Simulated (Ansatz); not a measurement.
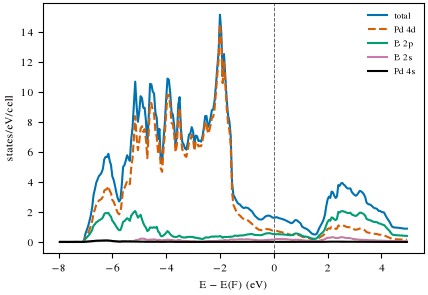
Fig. 1. Total and projected density of states of BPd$_{2}$ in space group Pnnm (No. 58; B on 2a, Pd on 4g), DFT-PBEsol in the program Ansatz with PAW potentials

Task: Which orbitals carry the states next to the Fermi level?

Result: Within 0.5 eV of the Fermi level: Pd 4d 46 %, B 2p 33 %, B 2s 10 %, outside the projected shells 10 %. Projections are on Löwdin-orthogonalised atomic valence shells; empty p or d shells of many metals are not among them.

Task: Where is the tallest occupied peak in this window, and what makes it?

Result: Near -2.0 eV, about 15 states/eV per cell; the largest projected share is Pd 4d.

The first step of the workflow began from a Materials Project structure, measured or hypothetical; the Crystallography Open Database files this formula in space group No. 58, but the cells were not matched. Its standing as an ambient phase is unchecked. The cell was relaxed with PBEsol under the symmetry of its start; its stability against distortions is not shown here. The run is not spin-polarised. Scalar-relativistic: spin–orbit coupling is off unless named, which matters more the heavier the elements.

Potentials: the later of the program's two PAW sets.
